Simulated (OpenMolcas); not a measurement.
**Run report: Cu²⁺ complex, multiconfigurational calculation**

Cu²⁺ with 6 ligands (O; octahedron, 2.062 Å), embedded in MgO by model potentials and point charges, whose field is part of the energies. Computed at this level: state-averaged CASSCF, active space 9 electrons in the shell 3d, basis ANO-RCC-VDZP on the metal and ANO-RCC-VDZP on the ligands, DKH2 scalar Hamiltonian, spin-orbit coupling by RASSI with atomic mean-field integrals (OpenMolcas).

Input:
```
&GATEWAY
Basis set
Cu.ANO-RCC-VDZP.
Cu1 0.0 0.0 0.0 Angstrom
End of basis
Basis set
O.ANO-RCC-VDZP.
L1 2.062000 0.000000 0.000000 Angstrom
L2 0.000000 2.062000 0.000000 Angstrom
L3 0.000000 0.000000 2.062000 Angstrom
End of basis
Basis set
Mg.EMB-AIMP.Pascual.10s4p.1s1p.ECP.MgO.
PseudoCharge
* 3 symmetry-unique lattice sites within 7.6 angstrom
End of basis
Basis set
Mg.EMB-AIMP.Pascual.0s.0s.ECP.MgO.
PseudoCharge
* 40 symmetry-unique lattice sites within 7.6 angstrom
End of basis
Basis set
O.EMB-AIMP.Pascual.0s.0s.ECP.MgO.
PseudoCharge
* 55 symmetry-unique lattice sites within 7.6 angstrom
End of basis
Symmetry
XYZ
AngMom=0.0 0.0 0.0
AMFI
RICD
XField
997 Angstrom 0
* Evjen-weighted lattice charges
&SEWARD
&RASSCF
FileOrb=start.orb
Symmetry=1
Spin=2
nActEl=9 0 0
Inactive=18 21
Ras2=5 0
CIRoot=5 5 1
SDav=5
CIMx=300
Iter=150 100
PrWF=0.3
OrbListing=Nothing
MaxOrb=0
LevShft=1.0
>>> COPY $Project.JobIph JOB001
&RASSI
NrOfJobIphs=1 5
1 2 3 4 5
IphNames
JOB001
EJob
SpinOrbit
DIPRint=1.0
SOCoupling=1000.0
Subsets=2
Property=9
'ANGMOM' 1 'ANGMOM' 2 'ANGMOM' 3 'MLTPL  1' 1 'MLTPL  1' 2 'MLTPL  1' 3
'AMFI' 1 'AMFI' 2 'AMFI' 3
SOProperty=3
'ANGMOM' 1 'ANGMOM' 2 'ANGMOM' 3
```

The file start.orb holds starting orbitals from an earlier step. A driver script formed the levels outside the program, from RASSI's spin-orbit matrix and the active-space energies, averaged over the components of each term or state.

Hardware: 1 thread of Arm Neoverse V1, 24 GiB of memory available, shared host.

Run as:
```bash
OMP_NUM_THREADS=1 MOLCAS_MEM=2457 MOLCAS_PROJECT=a pymolcas a.inp > a.log  # once for each step of the input, in one work folder
```

Log (extracts):
```
--- SEWARD ---
Basis set label: CU.ANO-RCC...5S4P2D1F.

      Electronic valence basis set:
      ------------------
      Associated Effective Charge  29.000000 au
      Associated Actual Charge     29.000000 au
      Nuclear Model: Point charge

      Shell  nPrim  nBasis  Cartesian Spherical Contaminant
         s      21       5        X
         p      15       4        X
         d      10       2                 X
         f       6       1                 X
                  Relativistic Douglas-Kroll-Hess integrals:
                    - DKH order of Hamiltonian: 2
                    - DKH order of Properties : 0
                  Atomic mean-field integrals
--- RASSCF ---
Wave function specifications:
      -----------------------------

      Number of closed shell electrons          78
      Number of electrons in active shells       9
      Max number of holes in RAS1 space          0
      Max nr of electrons in RAS3 space          0
      Number of inactive orbitals               39
      Number of active orbitals                  5
      Number of secondary orbitals              98
      Spin quantum number                      0.5
      State symmetry                             1
Orbital specifications:
      -----------------------

      Symmetry species                           1   2
                                                ag  au
      Frozen orbitals                            0   0
      Inactive orbitals                         18  21
      Active orbitals                            5   0
      RAS1 orbitals                              0   0
      RAS2 orbitals                              5   0
      RAS3 orbitals                              0   0
      Secondary orbitals                        46  52
      Deleted orbitals                           0   0
      Number of basis functions                 69  73
      Number of CSFs                             5
      Number of root(s) required                 5
      Iter CI   SX   CI       RASSCF       Energy    max ROT     max BLB   max BLB  Level Ln srch  Step   QN
          iter iter root      energy       change     param      element    value   shift minimum  type update
 Nr of preliminary CI iterations:   1
      Total energies have been shifted. Add                -2000.00 au
        1   1   10    0  -110.53895041    0.00E+00  -6.61E-02   16  50 1 -5.15E-01*  1.61   0.00    SX    NO
        2   1   11    0  -111.97206368   -1.43E+00* -5.36E-02   11  41 1 -2.15E-01*  1.27   0.00    SX    NO
        3   1   10    0  -112.29754724   -3.25E-01* -3.55E-02    9  22 2  9.61E-02*  1.17   0.00    SX    NO
        4   1   10    0  -112.34050496   -4.30E-02* -1.56E-02   21  24 2  5.26E-02*  1.12   0.00    SX    NO
        5   1   10    0  -112.35296721   -1.25E-02* -2.03E-02   21  24 2  3.33E-02*  1.10   2.50    LS   YES
        6   1    9    0  -112.35999178   -7.02E-03*  4.91E-03    6  34 2 -1.63E-02*  1.09   1.17    QN   YES
        7   1    9    0  -112.36140439   -1.41E-03* -4.76E-03   13  51 1 -5.61E-03*  1.08   1.49    QN   YES
        8   1    9    0  -112.36187215   -4.68E-04*  1.83E-03   19  25 1  2.86E-03*  1.08   1.09    QN   YES
        9   1    8    0  -112.36191579   -4.36E-05* -6.88E-04    5  33 2  1.72E-03*  1.08   1.11    QN   YES
       10   1    7    0  -112.36192091   -5.12E-06*  1.34E-04   21  62 2  2.34E-04*  1.08   1.22    QN   YES
       11   1    6    0  -112.36192145   -5.39E-07* -3.12E-05   10  23 2  7.82E-05   1.08   1.23    QN   YES
       12   1    6    0  -112.36192151   -6.27E-08* -1.19E-05    4  32 2 -3.34E-05   1.08   1.21    QN   YES
       13   1    5    0  -112.36192152   -7.70E-09   7.93E-06    9  22 2 -1.03E-05   1.08   1.28    QN   YES
      Convergence after 13 iterations
       14   1    5    0  -112.36192152   -1.70E-09   7.93E-06   15  49 1 -3.00E-06   1.08   1.28    QN   YES
      Natural orbitals and occupation numbers for root  1
      sym 1:   2.000000   2.000000   2.000000   2.000000   1.000000
      Natural orbitals and occupation numbers for root  2
      sym 1:   2.000000   2.000000   1.000000   2.000000   2.000000
      Natural orbitals and occupation numbers for root  3
      sym 1:   2.000000   2.000000   2.000000   1.000000   2.000000
::    RASSCF root number  1 Total energy:  -2112.38328316
::    RASSCF root number  2 Total energy:  -2112.38328316
::    RASSCF root number  3 Total energy:  -2112.34768043
::    RASSCF root number  4 Total energy:  -2112.34768043
::    RASSCF root number  5 Total energy:  -2112.34768043
--- RASSI ---
SPIN-FREE ENERGIES:
  (Shifted by EMIN (a.u.) =      -2112.3832831587)

 SF State       Relative EMIN(au)   Rel lowest level(eV)    D:o, cm**(-1)

     1             0.0000000000        0.0000000000              0.0000
     2             0.0000000000        0.0000000000              0.0000
     3             0.0356027243        0.9687994829           7813.8948
     4             0.0356027243        0.9687994829           7813.8948
     5             0.0356027243        0.9687994829           7813.8948
     Dipole printing threshold changed to   1.00000000E+00
Eigenvalues of complex Hamiltonian:
   -----------------------------------
  (Shifted by EMIN (a.u.) =      -2112.3832831587)

 SO State       Relative EMIN(au)   Rel lowest level(eV)    D:o, cm**(-1)

     1            -0.0005460941        0.0000000000              0.0000
     2            -0.0005460941        0.0000000000              0.0000
     3            -0.0005460941        0.0000000000              0.0000
     4            -0.0005460941        0.0000000000              0.0000
     5             0.0319211337        0.8834782747           7125.7328
     6             0.0319211337        0.8834782747           7125.7328
     7             0.0379896137        1.0486100296           8457.6103
     8             0.0379896137        1.0486100296           8457.6103
     9             0.0379896137        1.0486100296           8457.6103
    10             0.0379896137        1.0486100296           8457.6103
Weights of the five most important spin-orbit-free states for each spin-orbit state.

 SO State  Total energy (au)           Spin-free states, spin, and weights
 -------------------------------------------------------------------------------------------------------
    1        -0.000546       2 0.5  0.9434    1 0.5  0.0424    5 0.5  0.0081    4 0.5  0.0060    3 0.5  0.0002
    2        -0.000546       2 0.5  0.9434    1 0.5  0.0424    5 0.5  0.0081    4 0.5  0.0060    3 0.5  0.0002
    3        -0.000546       1 0.5  0.9434    2 0.5  0.0424    3 0.5  0.0093    4 0.5  0.0035    5 0.5  0.0014
    4        -0.000546       1 0.5  0.9434    2 0.5  0.0424    3 0.5  0.0093    4 0.5  0.0035    5 0.5  0.0014
    5         0.031921       3 0.5  0.3333    5 0.5  0.3333    4 0.5  0.3333    1 0.5  0.0000    2 0.5  0.0000
    6         0.031921       3 0.5  0.3333    5 0.5  0.3333    4 0.5  0.3333    1 0.5  0.0000    2 0.5  0.0000
    7         0.037990       5 0.5  0.6572    3 0.5  0.1675    4 0.5  0.1611    2 0.5  0.0137    1 0.5  0.0005
    8         0.037990       5 0.5  0.6572    3 0.5  0.1675    4 0.5  0.1611    2 0.5  0.0137    1 0.5  0.0005
    9         0.037990       4 0.5  0.4961    3 0.5  0.4897    1 0.5  0.0137    2 0.5  0.0005    5 0.5  0.0000
   10         0.037990       4 0.5  0.4961    3 0.5  0.4897    1 0.5  0.0137    2 0.5  0.0005    5 0.5  0.0000
 -------------------------------------------------------------------------------------------------------
```

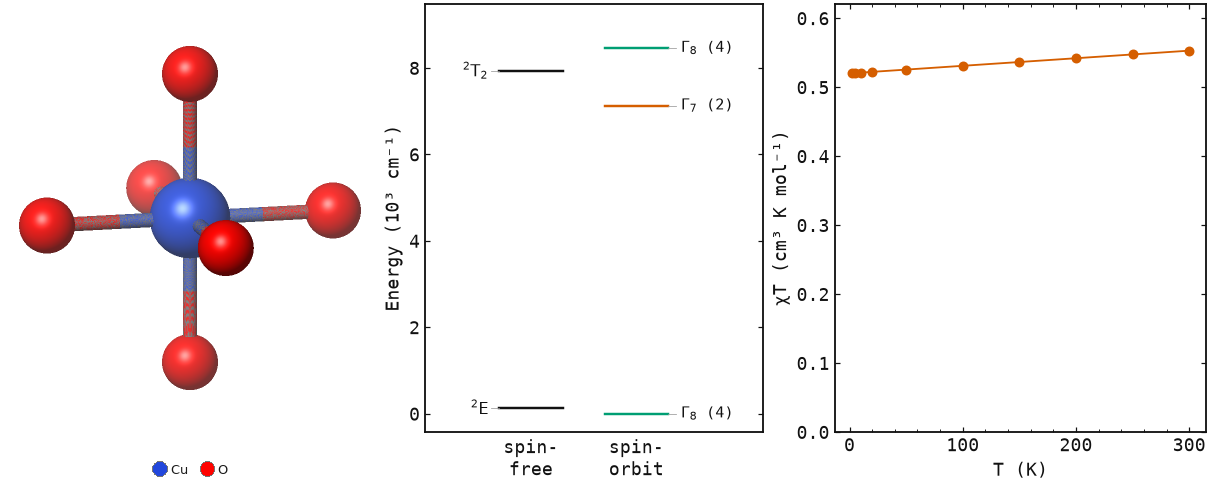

Figure 1. Cu²⁺ (3d⁹) as a dopant in MgO, a cluster with its 6 nearest O²⁻ at 2.062 Å (octahedron) embedded in model potentials and point charges; the geometry was set, not optimised, and its levels and susceptibility. Labels give the representation in O, Td, D4 or D3 as the site allows (double group for half-integer spin) where it could be assigned and, in brackets, the degeneracy; spin-free states, where drawn, share the zero of the spin-orbit levels. Powder susceptibility by Van Vleck's formula. The ground level is Γ₈, 4-fold degenerate, 100 % from states of spin multiplicity 2. The next level lies at 7,130 cm⁻¹ (Γ₇). The lowest spin-free state is ²E, from the free-ion D term; of the same spin there follows at 7,810 cm⁻¹ (²T₂) above it. A ligand-field fit to the spin-free states gives |10Dq| = 7,810 cm⁻¹. χT is 0.520 cm³ K mol⁻¹ at 2 K and 0.553 at 300 K, an effective moment of 2.10 μB. The active orbitals hold 92 to 98 % metal character (Löwdin), and the Mulliken charge of the metal is +1.22.

Summary:

```
                                 quantity                value
                                  outcome            converged
      energy of the lowest spin-free term  −2112.38328 hartree
    energy of the lowest spin-orbit level  −2112.38383 hartree
largest spread among components of a term             0.0 cm⁻¹
                                wall time                7.5 s
                              peak memory             0.18 GiB
```

Notes:

Without dynamic correlation the splittings between terms come out too large, often by 20 to 50 %. To bear in mind: orbital doublet at a regular site, Jahn-Teller distortion not allowed for; the geometry is set by hand, with no relaxation.
